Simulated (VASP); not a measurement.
Band structure of RuS (relaxed from the CsCl type structure, space group Pm-3m). These are PBEsol GGA, VASP's PBE PAW potentials (set 64) (plane waves; VASP 6.6.1) values and carry that method's errors.

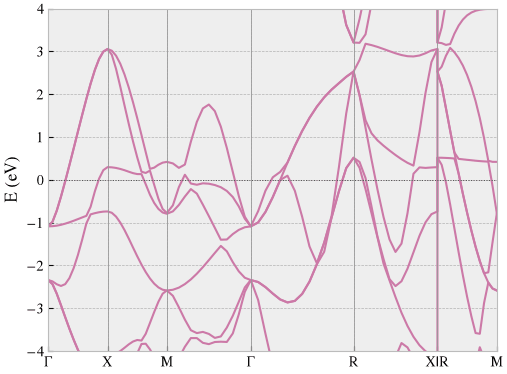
Figure: Bands along high-symmetry lines, zero at the valence-band maximum or, without a gap, the Fermi level

Task: Read the plot: is there a gap, and where are the band edges?

Result: It has no gap at this level: it comes out as a metal or semimetal. (Edges off the drawn lines would not show.)

The structure was generated: RuS was put into the CsCl type type (Pm-3m), which need not be its known phase. It was relaxed first, which changed the volume by -26 %.
